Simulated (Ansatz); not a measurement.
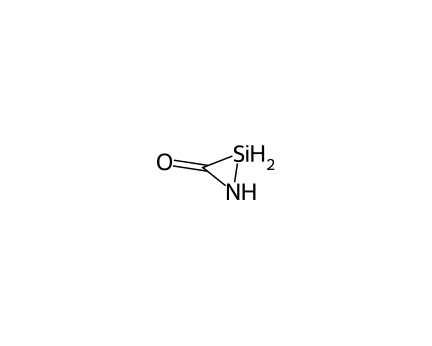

The drawing above gives the connectivity. The geometry was computed by an optimisation with PBE-D4/def2-SVP. No frequency run is at hand to confirm it as a minimum.

Describe the 3D structure.

The molecule is CH3NOSi. SMILES: `O=C1N[SiH2]1`. Independent rings (smallest set): 1 of 3 members. Among its groups: amide, Si–H bond, Si–N bond. The point group is Cs.

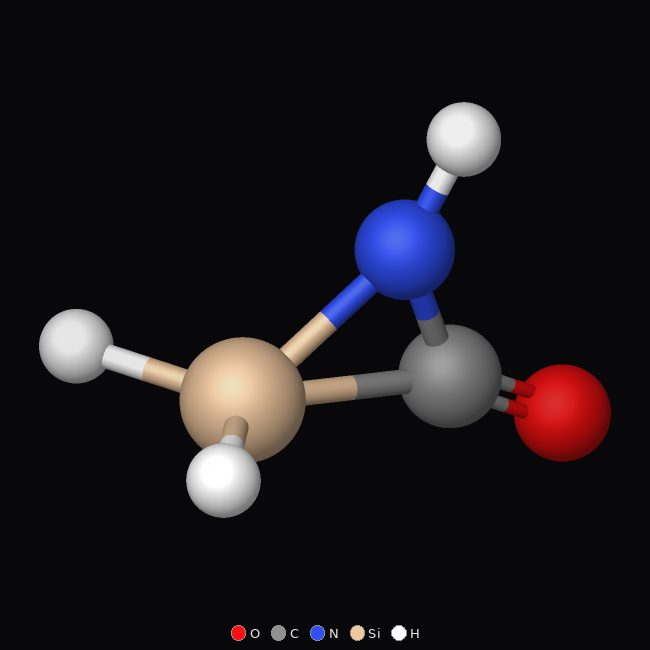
